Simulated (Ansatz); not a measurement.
**Run report: CH₈ClNSi₂, geometry relaxation (part 2 of 2)**

The same run, continued: CH₈ClNSi₂, SMILES C[SiH2][SiH](N)Cl; RKS PBE-D4/def2-SVP (Ansatz 0.2.0). The geometry: force-field start.

Geometry of the input (Å):
```
C  -0.7726  -1.1291  1.8219
Si 0.5795  -0.6943  0.6737
Si -0.2324  0.5798  -1.1110
N  1.0776  1.0772  -2.2039
Cl -1.0859  2.2847  -0.4361
H  -1.2766  -0.1586  2.2125
H  -1.5773  -1.6490  1.3009
H  -0.4412  -1.6690  2.6514
H  1.2021  -1.9408  0.2298
H  1.6365  0.0606  1.4412
H  -1.2303  -0.1502  -1.8616
H  1.6348  1.7501  -1.7301
H  0.5062  1.6038  -2.9739
```

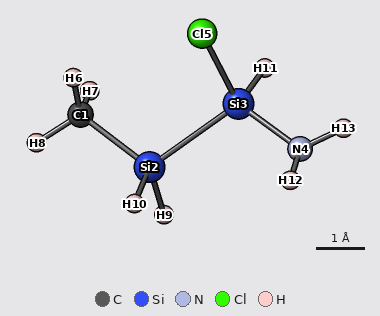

*The geometry at step 6 of the log (ball-and-stick view, seen at a tilt; atoms are numbered from 1 in the order of the input).*

### Trajectory as extended XYZ (Å, eV, eV/Å), 10 frames, from step=1 to step=10
```
13
Properties=species:S:1:pos:R:3:forces:R:3 step=1 energy=-30909.64155
C    -0.7726   -1.1291    1.8219   -2.1839   2.7865  -0.4675
Si    0.5795   -0.6943    0.6737    0.6716   0.7564  -0.0984
Si   -0.2324    0.5798   -1.1110    1.9038  -0.6319  -0.1762
N     1.0776    1.0772   -2.2039   -2.7268  -0.5728  -2.0036
Cl   -1.0859    2.2847   -0.4361   -1.0230   1.3393   0.8804
H    -1.2766   -0.1586    2.2125    0.6726  -1.0959  -0.3842
H    -1.5773   -1.6490    1.3009   -0.3721  -0.5271  -0.2018
H    -0.4412   -1.6690    2.6514    0.7088  -1.3774   1.9038
H     1.2021   -1.9408    0.2298    0.4097  -0.6571  -0.4841
H     1.6365    0.0606    1.4412    0.0496   0.1227  -0.1064
H    -1.2303   -0.1502   -1.8616   -0.7190  -0.5353  -0.6470
H     1.6348    1.7501   -1.7301    1.0637   1.1884   0.5532
H     0.5062    1.6038   -2.9739    1.5450  -0.7958   1.2317
13
Properties=species:S:1:pos:R:3:forces:R:3 step=2 energy=-30910.13154
C    -0.8101   -1.1142    1.8392   -0.8421   0.8580   0.0921
Si    0.5901   -0.6751    0.6962    0.4139   0.3355  -0.2830
Si   -0.2161    0.6058   -1.1037    0.4774   0.0222   0.0137
N     1.0665    1.0430   -2.2500   -1.1841   0.5009  -0.2095
Cl   -1.2080    2.2965   -0.2846    0.0107  -0.0995   0.0288
H    -1.2997   -0.1774    2.2241    0.2420  -0.3583  -0.1582
H    -1.5963   -1.6776    1.3059   -0.0412  -0.1737  -0.0319
H    -0.4658   -1.6870    2.6989    0.1729  -0.4062   0.4766
H     1.2332   -1.9141    0.1530    0.0955  -0.1341  -0.0887
H     1.6532    0.1204    1.4175   -0.0221  -0.0232  -0.0124
H    -1.2376   -0.1468   -1.8745   -0.2568  -0.1120  -0.2143
H     1.7158    1.6935   -1.7955    0.3141   0.0639  -0.0349
H     0.5953    1.5982   -3.0118    0.6199  -0.4736   0.4217
13
Properties=species:S:1:pos:R:3:forces:R:3 step=3 energy=-30910.20676
C    -0.8219   -1.0823    1.8487   -0.0811  -0.1368   0.1141
Si    0.6088   -0.6693    0.6919    0.0851  -0.0634  -0.2158
Si   -0.2339    0.5663   -1.1200    0.2122   0.2889  -0.2068
N     1.0341    1.0649   -2.2477   -0.2113   0.3793   0.5225
Cl   -1.2486    2.2219   -0.2328    0.0264  -0.1341  -0.0016
H    -1.2972   -0.1521    2.2128   -0.0186   0.0800  -0.0012
H    -1.5974   -1.6752    1.3199    0.0500   0.0097   0.0258
H    -0.4760   -1.6651    2.7281   -0.0161   0.0175  -0.0492
H     1.2554   -1.9131    0.1260   -0.0202   0.0080   0.0919
H     1.6760    0.1210    1.4087   -0.0290   0.0273  -0.0468
H    -1.2821   -0.1456   -1.9353    0.0667  -0.0128   0.0412
H     1.7598    1.6446   -1.7822   -0.1892  -0.3236  -0.2209
H     0.6435    1.6491   -3.0033    0.1249  -0.1400  -0.0531
13
Properties=species:S:1:pos:R:3:forces:R:3 step=4 energy=-30910.23507
C    -0.8228   -1.0840    1.8483    0.1537  -0.3213   0.0789
Si    0.5980   -0.6697    0.6601   -0.0613  -0.0709   0.0025
Si   -0.2583    0.6104   -1.1116    0.0972  -0.0592  -0.1839
N     1.0278    1.0708   -2.2184   -0.0750   0.4451   0.3862
Cl   -1.2993    2.2189   -0.1725    0.0961  -0.1135  -0.0711
H    -1.3185   -0.1543    2.1770   -0.0786   0.1184   0.0370
H    -1.5772   -1.7276    1.3448    0.0649   0.0892   0.0405
H    -0.4518   -1.6318    2.7470   -0.0689   0.1350  -0.1803
H     1.2541   -1.9254    0.1273   -0.0477   0.0772   0.0300
H     1.6598    0.1456    1.3533    0.0158   0.0112   0.0101
H    -1.2973   -0.1142   -1.9342    0.0835   0.0924   0.0404
H     1.7953    1.6094   -1.7751   -0.2223  -0.2931  -0.1645
H     0.7106    1.6172   -3.0313    0.0429  -0.1105  -0.0257
13
Properties=species:S:1:pos:R:3:forces:R:3 step=5 energy=-30910.25345
C    -0.8222   -1.0830    1.8582    0.1344  -0.1909   0.0105
Si    0.5881   -0.6806    0.6476   -0.0666  -0.0480   0.0855
Si   -0.2611    0.6036   -1.1220    0.0029  -0.0382  -0.1289
N     1.0115    1.1054   -2.2058    0.0480   0.3247   0.1129
Cl   -1.3054    2.1848   -0.1502    0.0289  -0.0486  -0.0280
H    -1.3272   -0.1469    2.1631   -0.0371   0.0374   0.0153
H    -1.5711   -1.7472    1.3745    0.0503   0.0818   0.0399
H    -0.4403   -1.6014    2.7681   -0.0512   0.1119  -0.1588
H     1.2424   -1.9397    0.1288   -0.0237   0.0406   0.0135
H     1.6506    0.1472    1.3272    0.0188  -0.0045   0.0045
H    -1.2923   -0.1050   -1.9617    0.0426   0.0641   0.0177
H     1.8125    1.5887   -1.7702   -0.1599  -0.1785  -0.0952
H     0.7351    1.6392   -3.0428    0.0128  -0.1515   0.1108
13
Properties=species:S:1:pos:R:3:forces:R:3 step=6 energy=-30910.26315
C    -0.8152   -1.0763    1.8628    0.0418   0.0234  -0.0268
Si    0.5793   -0.6875    0.6389   -0.0535   0.0076  -0.0130
Si   -0.2729    0.6032   -1.1322    0.0709   0.0130  -0.0042
N     1.0014    1.1567   -2.1742   -0.1878  -0.1901   0.1366
Cl   -1.3518    2.1465   -0.1378    0.0039  -0.0314  -0.0132
H    -1.3230   -0.1384    2.1638    0.0031   0.0063  -0.0080
H    -1.5685   -1.7465    1.4029   -0.0016   0.0006  -0.0098
H    -0.4152   -1.5719    2.7687   -0.0012  -0.0164   0.0325
H     1.2190   -1.9536    0.1244   -0.0044   0.0139  -0.0060
H     1.6581    0.1308    1.3069    0.0004   0.0013  -0.0097
H    -1.2806   -0.0863   -2.0084    0.0032   0.0159  -0.0046
H     1.8341    1.5681   -1.7497    0.0726   0.0829  -0.0284
H     0.7557    1.6202   -3.0514    0.0525   0.0729  -0.0453
13
Properties=species:S:1:pos:R:3:forces:R:3 step=7 energy=-30910.26565
C    -0.8096   -1.0690    1.8688    0.0120   0.0029   0.0010
Si    0.5736   -0.6963    0.6308   -0.0078   0.0042   0.0024
Si   -0.2753    0.5947   -1.1366   -0.0336  -0.0177   0.0238
N     1.0046    1.1540   -2.1615    0.0088   0.0022   0.0010
Cl   -1.3734    2.1220   -0.1416    0.0002   0.0010  -0.0019
H    -1.3108   -0.1246    2.1609    0.0010  -0.0039  -0.0016
H    -1.5687   -1.7388    1.4174   -0.0064   0.0034  -0.0019
H    -0.4106   -1.5594    2.7792   -0.0017   0.0037  -0.0015
H     1.2031   -1.9648    0.1126    0.0014  -0.0035  -0.0047
H     1.6629    0.1200    1.2838    0.0060   0.0024  -0.0070
H    -1.2743   -0.0866   -2.0283    0.0087  -0.0015  -0.0058
H     1.8277    1.5850   -1.7328    0.0136   0.0011   0.0078
H     0.7712    1.6289   -3.0380   -0.0023   0.0057  -0.0117
13
Properties=species:S:1:pos:R:3:forces:R:3 step=8 energy=-30910.26616
C    -0.8064   -1.0643    1.8722    0.0075   0.0031   0.0051
Si    0.5712   -0.6995    0.6261   -0.0072   0.0001  -0.0058
Si   -0.2811    0.5904   -1.1391    0.0051  -0.0005  -0.0042
N     1.0053    1.1585   -2.1526   -0.0035  -0.0026   0.0049
Cl   -1.3925    2.1101   -0.1482   -0.0029   0.0004  -0.0007
H    -1.3024   -0.1174    2.1650    0.0030   0.0001  -0.0017
H    -1.5716   -1.7308    1.4260    0.0010   0.0019  -0.0011
H    -0.4052   -1.5543    2.7817   -0.0020  -0.0009   0.0016
H     1.1938   -1.9705    0.1051   -0.0004  -0.0023  -0.0001
H     1.6685    0.1163    1.2665    0.0018  -0.0008   0.0002
H    -1.2684   -0.0927   -2.0420   -0.0014  -0.0004  -0.0031
H     1.8305    1.5800   -1.7178   -0.0040   0.0014   0.0050
H     0.7787    1.6393   -3.0280    0.0032   0.0004   0.0001
13
Properties=species:S:1:pos:R:3:forces:R:3 step=9 energy=-30910.26666
C    -0.7960   -1.0527    1.8827   -0.0264   0.0031  -0.0115
Si    0.5621   -0.7100    0.6103    0.0126  -0.0124   0.0290
Si   -0.2935    0.5798   -1.1516    0.0340   0.0261  -0.0165
N     1.0099    1.1699   -2.1313   -0.0099   0.0062  -0.0195
Cl   -1.4375    2.0807   -0.1692   -0.0016  -0.0053  -0.0011
H    -1.2764   -0.0979    2.1768    0.0040  -0.0033  -0.0018
H    -1.5770   -1.7111    1.4512    0.0063   0.0046   0.0097
H    -0.3886   -1.5425    2.7894    0.0073  -0.0036  -0.0011
H     1.1674   -1.9899    0.0900   -0.0043   0.0021  -0.0035
H     1.6768    0.0993    1.2303   -0.0003   0.0005  -0.0088
H    -1.2571   -0.1042   -2.0792    0.0032   0.0026  -0.0008
H     1.8281    1.5854   -1.6770   -0.0289  -0.0086   0.0055
H     0.8021    1.6584   -3.0076    0.0040  -0.0119   0.0204
13
Properties=species:S:1:pos:R:3:forces:R:3 step=10 energy=-30910.26681
C    -0.7936   -1.0453    1.8885   -0.0150   0.0035  -0.0031
Si    0.5599   -0.7191    0.6070    0.0084   0.0057  -0.0153
Si   -0.2926    0.5721   -1.1558   -0.0018   0.0167  -0.0233
N     1.0135    1.1769   -2.1222    0.0052   0.0087  -0.0076
Cl   -1.4595    2.0593   -0.1789    0.0019  -0.0008   0.0015
H    -1.2621   -0.0848    2.1833    0.0057  -0.0059  -0.0028
H    -1.5848   -1.6968    1.4648    0.0153   0.0080   0.0050
H    -0.3843   -1.5370    2.7933    0.0032  -0.0036   0.0036
H     1.1488   -2.0039    0.0794    0.0001   0.0036   0.0135
H     1.6867    0.0894    1.2067   -0.0070  -0.0185   0.0096
H    -1.2427   -0.1136   -2.0964    0.0058   0.0005   0.0032
H     1.8216    1.6001   -1.6573   -0.0197  -0.0086   0.0045
H     0.8093    1.6681   -2.9977   -0.0022  -0.0095   0.0112
```

### Summary

```json
{"quantity": "outcome", "value": "converged"}
{"quantity": "total energy", "value": "−30910.2669 eV"}
{"quantity": "mean-field energy", "value": "−30909.9367 eV"}
{"quantity": "dispersion energy", "value": "−0.3301 eV"}
{"quantity": "SCF solution under orbital rotations", "value": "stable"}
{"quantity": "largest force (length of the vector) at the end", "value": "0.029 eV/Å"}
{"quantity": "dipole moment", "value": "1.31 D"}
{"quantity": "hardware", "value": "4 threads of AMD EPYC, 23 GiB of memory available, shared host"}
{"quantity": "wall time", "value": "14 s (CPU time 48 s)"}
{"quantity": "peak memory", "value": "0.19 GiB"}
```
